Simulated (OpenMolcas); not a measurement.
# One shape, several levels: CH7BSi (SMILES CB[SiH3])

We compute a comparison of 6 runs (HF/STO-3G, B3LYP/6-31G*, M06-L/6-311+G**, PBE/6-311+G**, r2SCAN/6-311+G**, revPBE/6-311+G**) of CH7BSi. 

The results are computed with OpenMolcas 26.06.

### 1 The structure to begin with

CH7BSi has 10 atoms, charge 0, and is taken as a singlet. As SMILES, `CB[SiH3]`. Geometry: relaxed at PBE0-D4/def2-TZVP.

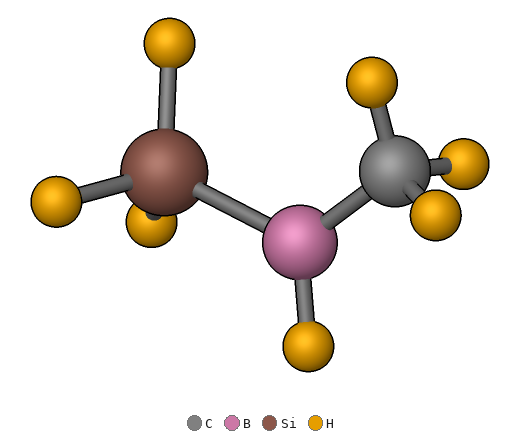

Viewed from a chosen angle; carbon grey, boron pink, silicon brown, hydrogen amber.

### 2 Energy and gradient at HF/STO-3G (run 1)

coord.xyz reads:

```xyz
10

C     -1.087900     0.975000    -0.576900
B      0.112000     0.000300    -0.689900
Si     1.014100    -0.883100     0.884800
H     -1.958400     0.307500    -0.716200
H     -1.157900     1.712200    -1.380000
H     -1.228600     1.454100     0.393400
H      0.516800    -0.288200    -1.783700
H      1.154200    -2.354100     0.685500
H      0.324900    -0.654200     2.186700
H      2.393700    -0.320800     0.999300
```

job.input reads:

```
* CH7BSi Hartree-Fock

&GATEWAY
 BasLib
 $CurrDir
 Coord
 coord.xyz
 Basis
 STO-3G
 Group
 NoSym

&SEWARD

&SCF
 Thresholds
 1e-10 1e-07 1e-07 1e-05
 PrOrbitals
 0

&ALASKA
```

The basis set STO-3G is read from a file made from the Basis Set Exchange's data (not shown).

Run with:

```sh
$ export MOLCAS_MEM=1860
$ pymolcas job.input > job.log
```

What it wrote:

```text
--- Start Module: gateway ---
[...]
--- Stop Module: gateway /rc=_RC_ALL_IS_WELL_ ---
[...]
      Basis functions           26
[...]
--- Start Module: scf ---
[...]
       Convergence after  10 Iterations
[...]
::    Total SCF energy                               -351.4369234592
[...]
      Total spin, S                                     0.0000000000
[...]
      Total electronic charge=   32.000000
      Total            charge=   -0.000000
[...]
      Dipole Moment (debye):
      Origin of the operator (angstrom)=    0.2859   -0.2265    0.1830
                   X= -5.6814E-01               Y=  2.3640E-01               Z= -2.4283E-01           Total=  6.6154E-01
      Quadrupole Moment (debye*angstrom):
[...]
--- Stop Module: scf /rc=_RC_ALL_IS_WELL_ ---
[...]
--- Start Module: alaska ---
[...]
 *              Molecular gradients               *
 **************************************************
  Irreducible representation: a
 ------------------------------------------------------------------------------------------
                              X                       Y                       Z
 ------------------------------------------------------------------------------------------
  C1                2.59239818505765E-02    3.21383766713090E-04    2.82333500983933E-03
  B2               -2.99369384016146E-02    2.06997566065155E-02    4.77515640668802E-03
  SI3              -1.38906119995039E-02    5.91035993909061E-03   -1.25015774016433E-02
  H4               -6.68174667687538E-03   -8.26115267433281E-03   -1.99398342131529E-03
  H5               -3.22384258540076E-03    2.72976012650217E-03   -7.38701098553518E-03
  H6               -3.48129590232382E-03    6.37402854086311E-04    7.17951379990600E-03
  H7                9.57665717949441E-03   -6.77708219969475E-03   -2.10218243337428E-02
  H8                4.29782105325216E-03   -3.39731204432345E-02   -4.49926175780446E-03
[...]
--- Stop Module: alaska /rc=_RC_ALL_IS_WELL_ ---
[...]
```

Run time: 6 s. Hardware: 1 thread of AMD EPYC 7R43 (Zen 3), shared host; peak memory 0.37 GiB.

### 3 Energy and forces at B3LYP/6-31G(d) (Cartesian functions) (run 2)

mol.input reads:

```
&gateway
baslib=$CurrDir
coord
10
angstrom
C       -1.087900       0.975000      -0.576900
B        0.112000       0.000300      -0.689900
Si       1.014100      -0.883100       0.884800
H       -1.958400       0.307500      -0.716200
H       -1.157900       1.712200      -1.380000
H       -1.228600       1.454100       0.393400
H        0.516800      -0.288200      -1.783700
H        1.154200      -2.354100       0.685500
H        0.324900      -0.654200       2.186700
H        2.393700      -0.320800       0.999300
basis=6-31Gs
group=NoSym
&seward
gridinput
Grid=UltraFine
End of Grid
&scf
ksdft=B3LYP
thresholds=1e-10 1e-07 1e-07 1e-05
prorbitals=1 2
&alaska
```

The basis set 6-31G* is read from a file made from the Basis Set Exchange's data (not shown).

Run with:

```sh
$ export MOLCAS_MEM=1860
$ pymolcas mol.input > mol.log
```

What it wrote:

```text
--- Start Module: gateway ---
[...]
--- Stop Module: gateway /rc=_RC_ALL_IS_WELL_ ---
[...]
      Basis functions           63
[...]
--- Start Module: scf ---
[...]
       Convergence after  12 Iterations
[...]
::    Total KS-DFT energy                            -356.6373818147
[...]
      Total spin, S                                     0.0000000000
[...]
      Total electronic charge=   32.000000
      Total            charge=   -0.000000
[...]
      Dipole Moment (debye):
      Origin of the operator (angstrom)=    0.2859   -0.2265    0.1830
                   X= -9.8590E-01               Y=  6.1940E-01               Z= -5.3824E-01           Total=  1.2827E+00
      Quadrupole Moment (debye*angstrom):
[...]
--- Stop Module: scf /rc=_RC_ALL_IS_WELL_ ---
[...]
--- Start Module: alaska ---
[...]
 *              Molecular gradients               *
 **************************************************
  Irreducible representation: a
 ------------------------------------------------------------------------------------------
                              X                       Y                       Z
 ------------------------------------------------------------------------------------------
  C1                2.24368666378449E-03   -3.87852959401247E-04    3.04355192967565E-04
  B2               -3.59091186921179E-03    1.75601734007796E-03    2.28238331585917E-03
  SI3              -5.53905501821994E-04    6.25824956050014E-04   -6.31306174281754E-04
  H4                2.03026932690653E-03    7.14660198524619E-04    1.41820892076705E-04
  H5                1.35971238516386E-04   -2.06114359635112E-03    1.38120881466408E-03
  H6                5.29658468673921E-04   -1.59636860997381E-03   -1.75960226634064E-03
  H7                3.23461279233217E-04   -6.72796087950456E-05    2.97232696615524E-05
  H8               -3.82791442873787E-04    6.13338673697061E-04   -4.74654265949337E-04
[...]
--- Stop Module: alaska /rc=_RC_ALL_IS_WELL_ ---
[...]
```

It took 47 s on 1 thread of AMD EPYC 7R43 (Zen 3), shared host; peak memory 0.4 GiB.

Runs 3 to 5 aren't shown in full; the table further down has their settings and results.

### 4 Energy and gradient at revPBE/6-311+G(d,p) (run 6)

run.input reads:

```
>>> EXPORT MOLCAS_PRINT=2

&GATEWAY
 BasLib=$CurrDir
 Coord
 10
 angstrom
 C       -1.087900       0.975000      -0.576900
 B        0.112000       0.000300      -0.689900
 Si       1.014100      -0.883100       0.884800
 H       -1.958400       0.307500      -0.716200
 H       -1.157900       1.712200      -1.380000
 H       -1.228600       1.454100       0.393400
 H        0.516800      -0.288200      -1.783700
 H        1.154200      -2.354100       0.685500
 H        0.324900      -0.654200       2.186700
 H        2.393700      -0.320800       0.999300
 Basis=6-311pGss
 Group=NoSym

&SEWARD
 GridInput
 Grid=UltraFine
 End of Grid

&SCF
 KSDFT=revPBE
 Thresholds=1e-10 1e-07 1e-07 1e-05
 PrOrbitals=1

&ALASKA
```

The basis set 6-311+G** is read from a file made from the Basis Set Exchange's data (not shown).

Run with:

```sh
$ export MOLCAS_MEM=1860
$ pymolcas run.input > run.log
```

What it wrote:

```text
--- Start Module: gateway ---
[...]
--- Stop Module: gateway /rc=_RC_ALL_IS_WELL_ ---
[...]
      Basis functions          116
[...]
--- Start Module: scf ---
[...]
       Convergence after  13 Iterations
[...]
::    Total KS-DFT energy                            -356.5673835916
[...]
      Total spin, S                                     0.0000000000
[...]
      Total electronic charge=   32.000000
      Total            charge=   -0.000000
[...]
      Dipole Moment (debye):
      Origin of the operator (angstrom)=    0.2859   -0.2265    0.1830
                   X= -9.4913E-01               Y=  6.1316E-01               Z= -4.8675E-01           Total=  1.2303E+00
      Quadrupole Moment (debye*angstrom):
[...]
--- Stop Module: scf /rc=_RC_ALL_IS_WELL_ ---
[...]
--- Start Module: alaska ---
[...]
 *              Molecular gradients               *
 **************************************************
  Irreducible representation: a
 ------------------------------------------------------------------------------------------
                              X                       Y                       Z
 ------------------------------------------------------------------------------------------
  C1               -1.14807583480170E-03   -9.21156303267168E-04   -5.20026595101308E-04
  B2               -2.17138109749881E-03    1.27005404234437E-03    8.44929992629417E-04
  SI3               1.23542615163785E-03   -2.55928198446220E-04    6.42018291347135E-04
  H4                5.00064620648066E-03    3.14642533285348E-03    7.92310552759634E-04
  H5                7.98557887611129E-04   -4.22540570402274E-03    4.65712727303469E-03
  H6                1.37053387003094E-03   -2.87774707408128E-03   -5.32076658127778E-03
  H7               -1.42099973186516E-03    1.07933843613861E-03    3.53555852690945E-03
  H8               -8.57999869822879E-04    5.00407515058754E-03    4.55932739490905E-04
[...]
--- Stop Module: alaska /rc=_RC_ALL_IS_WELL_ ---
[...]
```

Run time: 80 s. Hardware: 1 thread of AMD EPYC 7R43 (Zen 3), shared host; peak memory 0.71 GiB.

### 5 All runs side by side

```
run                               level  Cartesian functions  integration grid  energy (Eh)  dipole moment (D)  HOMO energy (eV)  LUMO energy (eV)  wall time
  1                           HF/STO-3G                   no                 –  -351.436923               0.66             -9.07              6.68        6 s
  2  B3LYP/6-31G* (Cartesian functions)                  yes         UltraFine  -356.637382               1.28             -7.58             -1.69       47 s
  3                     M06-L/6-311+G**                   no         UltraFine  -356.647849               1.09             -6.91             -2.18    1.9 min
  4                       PBE/6-311+G**                   no         UltraFine  -356.382783               1.22             -6.72             -2.78       93 s
  5                    r2SCAN/6-311+G**                   no         UltraFine  -356.571519               1.21             -6.97             -2.44    1.8 min
  6                    revPBE/6-311+G**                   no         UltraFine  -356.567384               1.23             -6.70             -2.69       80 s
```

### 6 Results

| quantity | value |
| --- | --- |
| run 6: total energy | -356.56738 Eh |
| run 6: dipole moment | 1.23 D |
| run 6: HOMO energy | -6.70 eV |
| run 6: LUMO energy | -2.69 eV |
| run 6: HOMO–LUMO gap | 4.01 eV |
| run 6: largest force on an atom | 0.326 eV/Å |

**Reading.** The dipole moment (its size) runs from 0.66 D (HF/STO-3G) to 1.28 D (B3LYP/6-31G*). The two ends differ in method and basis. The HOMO–LUMO gap runs from 3.94 eV (PBE/6-311+G**) to 15.75 eV (HF/STO-3G). Totals of different functionals can't be ranked against each other. In run 1 the basis is minimal, so the values are rough. All runs together took 7.5 min, the longest 1.9 min.
